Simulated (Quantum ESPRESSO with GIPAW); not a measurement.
# 67Zn and 17O NMR of ZnO (zincite), calculated

Wanted: NMR shieldings for each site of ZnO (zincite).

**The experiment.** The 67Zn shift is 236 ppm against aqueous Zn2+, in “Local structures of polar wurtzites Zn1-xMgxO studied by Raman and 67Zn/25Mg NMR spectroscopies and by total neutron scattering” (2008; arXiv:0808.0492).

Main program and level: Quantum ESPRESSO with GIPAW 8.0dev (patched build); DFT, PBE, plane-wave PAW (pslibrary 1.0.0 recipes), scalar-relativistic, GIPAW; a patched development version of the program.

## Step 1: Set-up

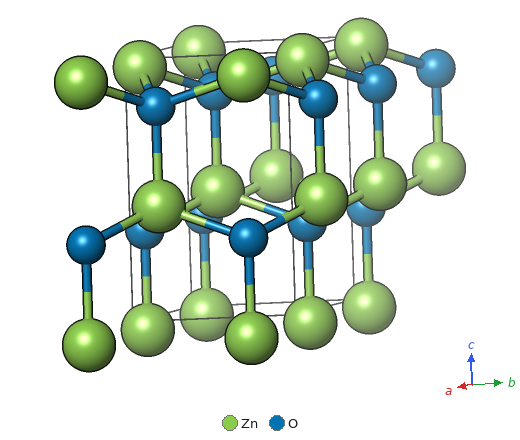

The cell as given, slightly off an axis (zinc green, oxygen blue). 3×2×1 cells are drawn. Some periodic images of atoms are drawn too.

Structure file:

```cif
data_structure
_symmetry_space_group_name_H-M 'P6_3mc'
_symmetry_Int_Tables_number 186
_cell_length_a 3.2493
_cell_length_b 3.2493
_cell_length_c 5.2057
_cell_angle_alpha 90.000
_cell_angle_beta 90.000
_cell_angle_gamma 120.000
_cell_volume 47.60
loop_
_atom_site_label
_atom_site_type_symbol
_atom_site_symmetry_multiplicity
_atom_site_Wyckoff_symbol
_atom_site_fract_x
_atom_site_fract_y
_atom_site_fract_z
_atom_site_occupancy
Zn1 Zn 2 b 0.66667 0.33333 0.99900 1
O1 O 2 b 0.33333 0.66667 0.88001 1
```

The cell is an entry of the Crystallography Open Database.

This structure had its atoms relaxed beforehand (DFT, PBE, plane-wave PAW (pslibrary 1.0.0 recipes), Quantum ESPRESSO with GIPAW), starting from the database entry, since shieldings follow bond lengths closely.

## Step 2: The SCF step

First the ground state. The response equations take the occupied wavefunctions as exact, so conv_thr is set much tighter than for an energy. No empty states are asked for: the response is solved without them. The mesh has a spacing of 0.19 Å⁻¹ at most. The PAW files were made with ld1.x from the pslibrary 1.0.0 recipes, with GIPAW reconstruction switched on.

Input file scf.in:

```
&control
  calculation = 'scf'
  prefix = 'x'
  outdir = './tmp/'
  pseudo_dir = './'
/
&system
  ibrav = 0
  nat = 4
  ntyp = 2
  ecutwfc = 55
  ecutrho = 330
  nbnd = 18
/
&electrons
  conv_thr = 1.0d-10
  mixing_beta = 0.7
  electron_maxstep = 100
/
ATOMIC_SPECIES
  Zn 65.380 Zn.pbe-dn-kjpaw_psl.1.0.0-gipaw.UPF
  O 15.999 O.pbe-n-kjpaw_psl.1.0.0-gipaw.UPF
CELL_PARAMETERS angstrom
  3.24930800 0.00000000 0.00000000
  -1.62465400 2.81398327 0.00000000
  0.00000000 0.00000000 5.20570900
ATOMIC_POSITIONS crystal
  Zn 0.66666667 0.33333333 -0.00100052
  Zn 0.33333333 0.66666667 0.49899948
  O 0.33333333 0.66666667 0.88001052
  O 0.66666667 0.33333333 0.38001052
K_POINTS automatic
  12 12 7 0 0 0
```

Started as:

```sh
> mpirun -np 4 pw.x -nk 4 -in scf.in > scf.out
```

Log:

```text
using ibrav=0 with symmetry is DISCOURAGED, use correct ibrav instead

     bravais-lattice index     =            0
     lattice parameter (alat)  =       6.1403  a.u.
     unit-cell volume          =     321.2099 (a.u.)^3
     number of atoms/cell      =            4
     number of atomic types    =            2
     number of electrons       =        36.00
     number of Kohn-Sham states=           18
     kinetic-energy cutoff     =      55.0000  Ry
     charge density cutoff     =     330.0000  Ry
     scf convergence threshold =      1.0E-10
     mixing beta               =       0.7000
     number of iterations used =            8  plain     mixing
     Exchange-correlation= SLA-PW-PBX-PBC
                           (   1   4   3   4   0   0   0)
[...]
Zn               12.00    65.38000     Zn( 1.00)
     O                 6.00    15.99900     O ( 1.00)

     12 Sym. Ops. (no inversion) found ( 6 have fractional translation)
[...]
number of k points=    76
[...]
Dense  grid:    32547 G-vectors     FFT dimensions: (  36,  36,  60)

     Smooth grid:    17777 G-vectors     FFT dimensions: (  30,  30,  48)

     Check: negative core charge=   -0.000002

     Initial potential from superposition of free atoms

     starting charge      35.9926, renormalised to      36.0000
     Starting wfcs are   26 randomized atomic wfcs

     Self-consistent Calculation

     iteration #  1     ecut=    55.00 Ry     beta= 0.70
     Davidson diagonalization with overlap
     ethr =  1.00E-02,  avg # of iterations =  1.9

     total energy              =    -570.52213820 Ry
     estimated scf accuracy    <       0.68535602 Ry

     iteration #  2     ecut=    55.00 Ry     beta= 0.70
     Davidson diagonalization with overlap
     ethr =  1.90E-03,  avg # of iterations =  6.0

     total energy              =    -570.78659459 Ry
     estimated scf accuracy    <       0.67272642 Ry

     iteration #  3     ecut=    55.00 Ry     beta= 0.70
     Davidson diagonalization with overlap
     ethr =  1.87E-03,  avg # of iterations =  2.0

     total energy              =    -570.73454688 Ry
     estimated scf accuracy    <       0.14357098 Ry

[...]
c_bands:  1 eigenvalues not converged
     c_bands:  1 eigenvalues not converged
     c_bands:  2 eigenvalues not converged
[...]
c_bands: 6 eigenvalues not converged on the other pools
[...]
c_bands:  1 eigenvalues not converged
     c_bands:  1 eigenvalues not converged
     c_bands: 8 eigenvalues not converged on the other pools
[...]
total energy              =    -570.89830250 Ry
[...]
iteration # 29     ecut=    55.00 Ry     beta= 0.70
     Davidson diagonalization with overlap
     ethr =  6.66E-12,  avg # of iterations =  6.0

     total energy              =    -570.89830249 Ry
     estimated scf accuracy    <       0.00000001 Ry

     iteration # 30     ecut=    55.00 Ry     beta= 0.70
     Davidson diagonalization with overlap
     ethr =  6.66E-12,  avg # of iterations =  6.9

     The search for the lowest empty level did not converge at 2 k points, so a gap is not shown: raise nbnd to see it

     End of self-consistent calculation
     [one-electron energies left out]

!    total energy              =    -570.89830250 Ry
     total all-electron energy =     -7485.386228 Ry
     estimated scf accuracy    <          1.0E-11 Ry

     The total energy is the sum of the following terms:
     one-electron contribution =    -150.69685095 Ry
     hartree contribution      =     117.09867245 Ry
     xc contribution           =    -109.56903762 Ry
     ewald contribution        =    -217.74906060 Ry
     one-center paw contrib.   =    -209.98202577 Ry

     convergence has been achieved in  30 iterations
[...]
JOB DONE.
```

Wall time 55 s (4 MPI ranks of Arm Neoverse V2, shared host); peak memory 0.59 GiB; 3.6 min of CPU time.

It converged in 30 cycles to an estimated accuracy of 1e-11 Ry, on 76 irreducible k-points.

## Step 3: GIPAW: job nmr

The job finds the current that a weak uniform field induces (applied as a long wave, q_gipaw) and the field that this current makes at each nucleus. On atoms with p or d valence electrons much of the paramagnetic part arises close to the nucleus, where the PAW partial waves rebuild the true states. pawproj makes the reconstruction use the PAW data sets' own projectors.

Input file nmr.in:

```
&inputgipaw
  job = 'nmr'
  prefix = 'x'
  tmp_dir = './tmp/'
  restart_mode = 'from_scratch'
  verbosity = 'low'
  q_gipaw = 0.01
  spline_ps = .true.
  conv_threshold = 1.0d-11
  use_nmr_macroscopic_shape = .false.
  pawproj(1) = .true.
  pawproj(2) = .true.
/
```

Started as:

```sh
> mpirun -np 4 gipaw.x -in nmr.in > nmr.out
```

Log:

```text
[banner, memory and clock lines left out]
[a note of our patched build left out]

     Parallelizing q-star over 1 images

     IMPORTANT: XC functional enforced from input :
     Exchange-correlation= PBE
                           (   1   4   3   4   0   0   0)
     Any further DFT definition will be discarded
     Please, verify this is what you really want

     Check: negative core charge=   -0.000002
[...]
WARNING: some symmetry operations do not permute x, y and z, so the susceptibility and the shape term are
     wrong: all shieldings move alike (in wurtzite BN nosym gave 13 and 6 ppm more at 3 and 6 points an axis).
     Run pw.x with nosym, and raise the mesh until the susceptibility stays

     alpha_pv=     36.2068 eV

     spline_ps is .false., expect some extrapolation errors

     q-space interpolation up to    66.00 Rydberg

     GIPAW job: nmr
     NMR macroscopic correction: no
[...]
Computing the magnetic susceptibility     isolve=0    ethr=  0.1000E-10
     Starting from scratch
     k-point #    1 of    76      pool #  1    cpu time:       0.6
[...]
End of magnetic susceptibility calculation

     f-sum rule (1st term):
           -22.5692         -0.0000          0.0000
             0.0000        -22.5692         -0.0000
             0.0000          0.0000        -22.5653

     f-sum rule (2nd term):
            -0.3959          0.0000          0.0000
             0.0000         -0.3959          0.0000
             0.0000          0.0000         -0.3988

     f-sum rule (should be   -22.9589):
           -22.9652         -0.0000          0.0000
             0.0000        -22.9652         -0.0000
             0.0000          0.0000        -22.9641

[... susceptibilities left out ...]
     Contributions to the NMR chemical shifts: -------------------------------

     Macroscopic shape contribution in ppm:                    0.00
             0.0000          0.0000          0.0000
             0.0000          0.0000          0.0000
             0.0000          0.0000          0.0000

     Core contribution in ppm:

     Atom  1  Zn  pos: (  0.500000  0.288675 -0.001603)  core sigma:        2275.73
     Atom  2  Zn  pos: ( -0.000000  0.577350  0.799446)  core sigma:        2275.73
     Atom  3  O   pos: ( -0.000000  0.577350  1.409863)  core sigma:         271.07
     Atom  4  O   pos: (  0.500000  0.288675  0.608814)  core sigma:         271.07

     Bare contribution in ppm:

     Atom  1  Zn  pos: (  0.500000  0.288675 -0.001603)  bare sigma:          32.68
[...]
Atom  2  Zn  pos: ( -0.000000  0.577350  0.799446)  bare sigma:          32.68
[...]
Atom  3  O   pos: ( -0.000000  0.577350  1.409863)  bare sigma:          59.01
[...]
Atom  4  O   pos: (  0.500000  0.288675  0.608814)  bare sigma:          59.01
[...]
Diamagnetic contribution in ppm:

     Atom  1  Zn  pos: (  0.500000  0.288675 -0.001603)  dia sigma:         214.36
[...]
Atom  2  Zn  pos: ( -0.000000  0.577350  0.799446)  dia sigma:         214.36
[...]
Atom  3  O   pos: ( -0.000000  0.577350  1.409863)  dia sigma:          17.18
[...]
Atom  4  O   pos: (  0.500000  0.288675  0.608814)  dia sigma:          17.18
[...]
Paramagnetic contribution in ppm:

     Atom  1  Zn  pos: (  0.500000  0.288675 -0.001603)  para sigma:         728.76
[...]
Atom  2  Zn  pos: ( -0.000000  0.577350  0.799446)  para sigma:         728.76
[...]
Atom  3  O   pos: ( -0.000000  0.577350  1.409863)  para sigma:         100.13
[...]
Atom  4  O   pos: (  0.500000  0.288675  0.608814)  para sigma:         100.13
[...]
Paramagnetic US occ-occ contribution in ppm:

     Atom  1  Zn  pos: (  0.500000  0.288675 -0.001603)  para_oo sigma:          -3.54
[...]
Atom  2  Zn  pos: ( -0.000000  0.577350  0.799446)  para_oo sigma:          -3.54
[...]
Atom  3  O   pos: ( -0.000000  0.577350  1.409863)  para_oo sigma:          -2.23
[...]
Atom  4  O   pos: (  0.500000  0.288675  0.608814)  para_oo sigma:          -2.23
[...]
Paramagnetic US L_R Q_R contribution in ppm:

     Atom  1  Zn  pos: (  0.500000  0.288675 -0.001603)  para_lq sigma:       -1805.45
[...]
Atom  2  Zn  pos: ( -0.000000  0.577350  0.799446)  para_lq sigma:       -1805.45
[...]
Atom  3  O   pos: ( -0.000000  0.577350  1.409863)  para_lq sigma:        -219.95
[...]
Atom  4  O   pos: (  0.500000  0.288675  0.608814)  para_lq sigma:        -219.95
[...]
Total NMR chemical shifts in ppm: ---------------------------------------
     (adopting the Simpson convention for anisotropy and asymmetry)-----------

     Atom  1  Zn  pos: (  0.500000  0.288675 -0.001603)  Total sigma:        1442.54
          1457.4162         -0.0000          0.0000
            -0.0000       1457.4162         -0.0000
             0.0000         -0.0000       1412.7950

     Zn      1    anisotropy:    -44.62    eta:    0.0000
[...]
Atom  2  Zn  pos: ( -0.000000  0.577350  0.799446)  Total sigma:        1442.54
[... its tensor is left out ...]
     Atom  3  O   pos: ( -0.000000  0.577350  1.409863)  Total sigma:         225.22
           220.7045          0.0000         -0.0000
             0.0000        220.7045          0.0000
            -0.0000          0.0000        234.2485

     O       3    anisotropy:     13.54    eta:    0.0000
[...]
Atom  4  O   pos: (  0.500000  0.288675  0.608814)  Total sigma:         225.22
[... its tensor is left out ...]
```

Elapsed: 7.3 min, on 4 MPI ranks; peak memory 0.28 GiB.

The f-sum rule is met to 0.0063 of 23.0 (0.03 %). Converged shieldings require that this miss be small, but a small miss does not prove them. gipaw.x warns that with these symmetry operations the susceptibility and the shape term are unreliable; the other terms are not touched.

From the symmetric part of each tensor, with principal values σ11 ≤ σ22 ≤ σ33: σ_iso is their mean, the span is σ33 − σ11 and the skew 3(σ_iso − σ22)/span. (gipaw.x prints an anisotropy in another convention.)

```csv
site,atom no.,atoms in cell,σ_iso (ppm),span (ppm),skew
Zn,1,2,1443,45,-1.00
O,3,2,225.2,13.5,1.00
```

The macroscopic shape term is switched off. For a spherical sample the valence susceptibility of this run would add about 13 ppm to every site, a rough estimate, since the susceptibility converges slowly and lacks part of the PAW terms, above all in hexagonal and trigonal cells. Differences within the crystal don't depend on it, but shieldings of different compounds can't be compared to better than a few ppm without it.

An axis of order three or more runs through Zn and O, so two principal values coincide and the skew is ±1. In this run the largest span is that of Zn (site symmetry 3m), with principal values 1413, 1457 and 1457 ppm.

67Zn and 17O also have a quadrupolar coupling here. It is not given: on PAW files the efg job of this gipaw.x leaves out the augmentation charge of neighbouring atoms and can miss by tens of per cent.

## Step 4: From shieldings to shifts

Covalently bonded atoms count as neighbours within 1.18 times the sum of their radii. Otherwise a cation's neighbours lie within 1.2 times its shortest bond (1.3 for large cations, each anion's radius taken off where they differ), and an anion's are the cations that count it.

```csv
site,atom no.,atoms in cell,surroundings,bonds (Å),σ_iso (ppm)
Zn,1,2,ZnO4,1.98 to 1.98,1443
O,3,2,bound to Zn4,1.98 to 1.98,225.2
```

## Step 5: Cost against result

Each row names what was changed: another mesh tests the sampling of the zone; another functional shows how far the paramagnetic term hangs on the exchange-correlation form; another cutoff tests the basis.

Changes of σ_iso (ppm) against the run above (PBE, cutoffs 55 and 330 Ry, mesh 12×12×7, 33 min). Times are CPU times of pw.x and gipaw.x together, on 4 MPI ranks of Arm Neoverse V2, shared host; on a shared host they are rough. A run is marked as doubtful where the f-sum miss passes 0.015 electrons, or that much for each three atoms in larger cells (with Tl, Pb, Hg, Bi or Sn a third of that, or a mesh spacing over 0.26 Å⁻¹), or where the susceptibility is unphysically large.

```csv
run,CPU time,f-sum miss,Zn,O
mesh 16×16×9,61 min,0.0018,-7.5,+14.5
LDA,29 min,0.0079,-44.8,-23.0
cutoffs 40 and 330 Ry (coarse on purpose),17 min,0.011,-2.1,-0.8
mesh 8×8×4 (marked),13 min,0.042,+51.4,-106.4
Wu-Cohen,27 min,0.0087,-21.0,-19.0
```

The largest move is -106.4 ppm, on O, from mesh 8×8×4.

## Step 6: A run with a fault

One more run, with a slip of the kind that is easily made.

scf.in: that of step 2 with these lines changed.

```diff
@@ -15,3 +15,3 @@
 &electrons
-  conv_thr = 1.0d-10
+  conv_thr = 1.0d-04
   mixing_beta = 0.7
```

Started as:

```sh
> mpirun -np 4 pw.x -nk 4 -in scf.in > scf.out
```

This SCF reached its threshold; then the response:

nmr.in is that of step 3.

Started as:

```sh
> mpirun -np 4 gipaw.x -in nmr.in > nmr.out
```

Log:

```text
[banner, memory and clock lines left out]
[a note of our patched build left out]

     Parallelizing q-star over 1 images

     IMPORTANT: XC functional enforced from input :
     Exchange-correlation= PBE
                           (   1   4   3   4   0   0   0)
     Any further DFT definition will be discarded
     Please, verify this is what you really want

     Check: negative core charge=   -0.000002
[...]
WARNING: some symmetry operations do not permute x, y and z, so the susceptibility and the shape term are
     wrong: all shieldings move alike (in wurtzite BN nosym gave 13 and 6 ppm more at 3 and 6 points an axis).
     Run pw.x with nosym, and raise the mesh until the susceptibility stays

     alpha_pv=     36.2048 eV

     spline_ps is .false., expect some extrapolation errors

     q-space interpolation up to    66.00 Rydberg

     GIPAW job: nmr
     NMR macroscopic correction: no
[...]
Computing the magnetic susceptibility     isolve=0    ethr=  0.1000E-10
     Starting from scratch
[...]
Paramagnetic US L_R Q_R contribution in ppm:

     Atom  1  Zn  pos: (  0.500000  0.288675 -0.001603)  para_lq sigma:       -1805.41
[...]
Atom  2  Zn  pos: ( -0.000000  0.577350  0.799446)  para_lq sigma:       -1805.41
[...]
Atom  3  O   pos: ( -0.000000  0.577350  1.409863)  para_lq sigma:        -219.80
[...]
Atom  4  O   pos: (  0.500000  0.288675  0.608814)  para_lq sigma:        -219.80
[...]
Total NMR chemical shifts in ppm: ---------------------------------------
     (adopting the Simpson convention for anisotropy and asymmetry)-----------

     Atom  1  Zn  pos: (  0.500000  0.288675 -0.001603)  Total sigma:        1443.43
[...]
Zn      1    anisotropy:    -44.67    eta:    0.0000
[...]
Atom  2  Zn  pos: ( -0.000000  0.577350  0.799446)  Total sigma:        1443.43
[...]
Atom  3  O   pos: ( -0.000000  0.577350  1.409863)  Total sigma:         223.31
[...]
O       3    anisotropy:     13.47    eta:    0.0000
[...]
Atom  4  O   pos: (  0.500000  0.288675  0.608814)  Total sigma:         223.31
[...]
```

It took 6.7 min on 4 MPI ranks; peak memory 0.28 GiB; 27 min of CPU time.

The run ends without an error, but the fault (a loose SCF threshold) moves σ_iso of O by -1.9 ppm (both without the shape term); the f-sum rule is missed by 0.012 electrons. Its numbers are not to be used. Errors of the ground-state wavefunctions pass into the induced current.

## Step 7: Comparison with the measured values

Without a fitted line the measured shift still tests the calculation: for an exact theory σ + δ is one number for all compounds of a nucleus, up to the shape term, which is left out of σ and differs by some ppm between compounds.

```csv
"nucleus, site",σ_iso (ppm),measured δ (ppm),σ + δ (ppm),"σ + δ of other compounds, same level"
"67Zn, Zn",1443,236,1679,ZnS 1617
```

## Step 8: Summary of results

```yaml
67zn_shielding_without_shape_term: 1443 ppm
17o_shielding_without_shape_term: 225.2 ppm
```

67Zn has one site (ZnO4), with isotropic shielding 1443 ppm (shape term left out). A shift needs a reference, δ = σ_ref − σ, fixed on measured compounds; for 67Zn of this kind at this level too few were at hand, or they scattered too widely about a line, so none is given. For 67Zn, σ + δ is 1679 ppm here and 1617 ppm in ZnS: with that reference and slope one the shift would be off by -61 ppm. Going to mesh 16×16×9 changes no isotropic shielding by more than 14.5 ppm, a first measure of the error left in that respect. A higher cutoff was not carried through on these files. The cheaper run with cutoffs 40 and 330 Ry takes about 50 % of the time and is off by 2.1 ppm on Zn. The largest change with the functional is 44.8 ppm in absolute shielding; part of that drops out once each functional has its own reference line. This build of gipaw.x prints that it is not audited and that its numbers are no references by themselves. It also reports spline_ps as false although the input sets it; why was not traced. pw.x warned of eigenvalues not converged in some cycles of 3 ground-state runs, which then met the threshold.

[Banner, clock, file and message-heading lines were taken out of the pw.x and gipaw.x logs.]

[Logs are printed without paths, hosts, clocks, repeated set-up lines and the standing remarks that a program may print on its own settings, such as how far it seeks lower states.]

[Hosts, paths, dates, database ids (printed as entryN), source tags and the programs' standing remarks are cut or masked in the printed files.]

[Where no reference line passes its bar on scatter, no shift is given, so a measured shift of this compound may stand uncompared.]
